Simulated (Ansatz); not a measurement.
```
Fe Co
1.0
     4.33879    0.00000    0.00000
    -2.16939    3.75750    0.00000
     0.00000    0.00000    4.35475
Fe Co
5 1
Direct
  0.66667 0.33333 0.00000
  0.33333 0.66667 0.00000
  0.33293 0.00000 0.50000
  0.00000 0.33293 0.50000
  0.66707 0.66707 0.50000
  0.00000 0.00000 0.00000
```

Space group P-62m; a structure generated by program, which may or may not match a known phase; spin-polarised.

Method: DFT PBE, scalar-relativistic, plane waves, PAW in Ansatz.

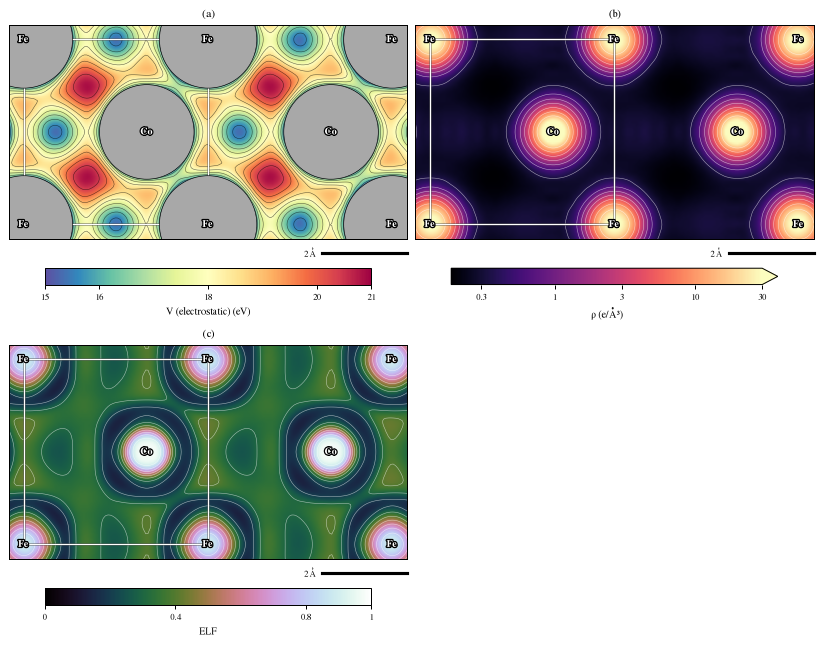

Fe5Co. (a) electrostatic potential energy of an electron; (b) valence charge density (pseudo); (c) electron localisation function on the (100) plane of the conventional cell. Grey discs cover the atomic cores in the potential map.

Core electrons are frozen (PAW), and the valence fields are smoothed inside the atomic spheres.

Interpret the plot.

Answer.
- Atoms in the plane: Fe and Co.
- Fe–Co (2.61 Å): ρ at the midpoint is about 0.28 e/Å³; the ELF is about 0.25 at the midpoint; no localised pair shows between them.
- Between the atoms the lowest density in this plane is 0.18 e/Å³.
- The features right at Fe and Co lie inside the PAW spheres, where the map follows smoothed inner orbitals and isn't to be read closely.
- Outside the cores the potential energy rises away from the atoms and is highest about 1.8 Å from the nearest atoms; its zero is arbitrary.

Which magnetic arrangement did the calculation end in?

Answer. Parallel moments (a ferromagnetic arrangement) in this solution; site moments Fe: +2.6 μB (×5); Co: +1.7 μB in one cell of 6 atoms.
